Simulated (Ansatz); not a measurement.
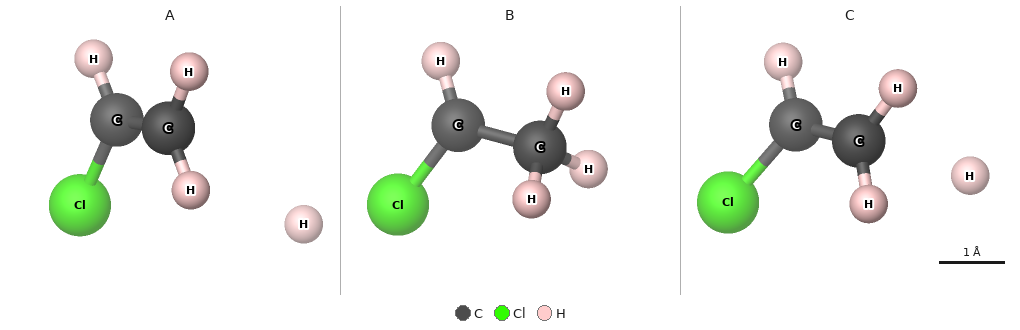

Three geometries of C$_{2}$H$_{4}$Cl (multiplicity 2): a saddle point and the two minima that it joins, in shuffled order. Style: ball-and-stick. Shown at a tilt. Sticks join atoms that are closer than about 1.2 times the sum of their covalent radii (a little more with hydrogen).

Stationary points at PBE0-D4/def2-TZVP, single-point energies with CCSD(T)/CBS, wB97X-V, B2PLYP, B97M-V, CCSD(T), r2SCAN0-D4 (def2-TZVPP where no basis is named; Ansatz 0.2.0). The energies are electronic, without zero-point or thermal terms, and both ends are the minima reached downhill from the saddle, with any fragments still in contact. CCSD(T)/CBS stands for a frozen-core estimate: MP2 correlation extrapolated from def2-TZVPP and def2-QZVPP, CCSD(T) minus MP2 from the smaller set.

> Which frame is the transition state, what reaction does it lead through, and what barrier is to be expected?

Frame C is the saddle point. Counted by bonded pieces, A holds C₂H₃Cl + H and B holds C₂H₄Cl. From A over the saddle to B, a bond forms: C–H (3.51 → 2.20 → 1.10 Å). The saddle has one imaginary mode, 427i cm⁻¹. With CCSD(T)/CBS the barrier is 1.9 kcal/mol from A and 45.5 kcal/mol from B, and B lies 43.5 kcal/mol below A. By Pauling bond orders of the changing bonds the saddle lies closer to A, the higher end, as Hammond's postulate suggests.

```tsv
level	barrier from A (kcal/mol)	barrier from B (kcal/mol)	B less A (kcal/mol)
CCSD(T)/CBS	1.9	45.5	−43.5
wB97X-V	2.1	48.6	−46.5
B2PLYP	1.3	45.5	−44.2
B97M-V	1.6	47.3	−45.7
CCSD(T)	2.0	45.3	−43.3
r2SCAN0-D4	−1.2	49.4	−50.5
```

Against CCSD(T)/CBS, CCSD(T) comes closest on the barrier from A (+0.1 kcal/mol) and r2SCAN0-D4 misses most (−3.1 kcal/mol).

Limits of the set-up: the start holds two separate molecules, 3.3 Å apart at their closest, whose relative position is a soft coordinate.
